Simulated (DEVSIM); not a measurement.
Structure: abrupt Ge n-p junction, at 300 K.

```
layer (left to right)  material  thickness (μm)  Nd (cm⁻³)  Na (cm⁻³)  τn (s)  τp (s)
---------------------  --------  --------------  ---------  ---------  ------  ------
1                            Ge            17.0     1.2e17          -  8.8e-7  8.8e-7
2                            Ge            83.0          -     9.6e16  8.8e-7  8.8e-7
```

Left contact: ohmic. Right contact: ohmic. Voltage is applied to the left contact. Recombination: SRH at mid-gap, radiative, Auger. Mobility is μmin + (μ − μmin)/(1 + (N/Nref)^α).

Constants are typed, rounded textbook-type inputs, not results; the design itself was drawn at random and stands for no fabricated device. Values at 300 K.

| parameter | Ge |
|---|---|
| gap (eV) | 0.664 |
| affinity (eV) | 4 |
| permittivity | 16 |
| Nc (cm⁻³) | 1.04e19 |
| Nv (cm⁻³) | 6e18 |
| μn (cm²/Vs) | 3900 |
| μp (cm²/Vs) | 1900 |
| μn,min | 150 |
| μp,min | 100 |
| Nref,n | 2.6e17 |
| Nref,p | 4e17 |
| αn | 0.56 |
| αp | 0.6 |
| B (cm³/s) | 6.4e-14 |
| Cn (cm⁶/s) | 1e-31 |
| Cp (cm⁶/s) | 1e-31 |

Model (solved in DEVSIM): 1D drift-diffusion, Boltzmann statistics, complete ionisation; no tunnelling, impact ionisation, image-force lowering or self-heating.

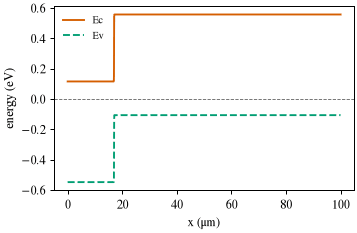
Figure. Band edges at zero bias

Energies count from the Fermi level of the right contact; mesh points crowd at the junctions.

```
x (μm)   Ec (eV)  Ev (eV)  n (cm⁻³)  p (cm⁻³)  field (V/cm)
-------  -------  -------  --------  --------  ------------
0.000      0.115   -0.549    1.2e17     3.6e9           ≈ 0
0.05430    0.115   -0.549    1.2e17     3.6e9           ≈ 0
0.2209     0.115   -0.549    1.2e17     3.6e9           ≈ 0
0.7735     0.115   -0.549    1.2e17     3.6e9           ≈ 0
3.721      0.115   -0.549    1.2e17     3.6e9           ≈ 0
10.61      0.115   -0.549    1.2e17     3.6e9           ≈ 0
15.05      0.115   -0.549    1.2e17     3.6e9           ≈ 0
16.61      0.115   -0.549    1.2e17     3.6e9           ≈ 0
16.89      0.116   -0.548    1.2e17     3.7e9           170
16.98      0.217   -0.447    2.3e15    1.9e11         46000
17.02      0.423   -0.241    8.0e11    5.4e14         48000
17.18      0.557   -0.107     4.6e9    9.6e16           ≈ 0
17.63      0.557   -0.107     4.6e9    9.6e16           ≈ 0
19.03      0.557   -0.107     4.6e9    9.6e16           ≈ 0
26.64      0.557   -0.107     4.6e9    9.6e16           ≈ 0
48.52      0.557   -0.107     4.6e9    9.6e16           ≈ 0
82.40      0.557   -0.107     4.6e9    9.6e16           ≈ 0
94.62      0.557   -0.107     4.6e9    9.6e16           ≈ 0
98.88      0.557   -0.107     4.6e9    9.6e16           ≈ 0
99.66      0.557   -0.107     4.6e9    9.6e16           ≈ 0
99.91      0.557   -0.107     4.6e9    9.6e16           ≈ 0
100.0      0.557   -0.107     4.6e9    9.6e16           ≈ 0
```
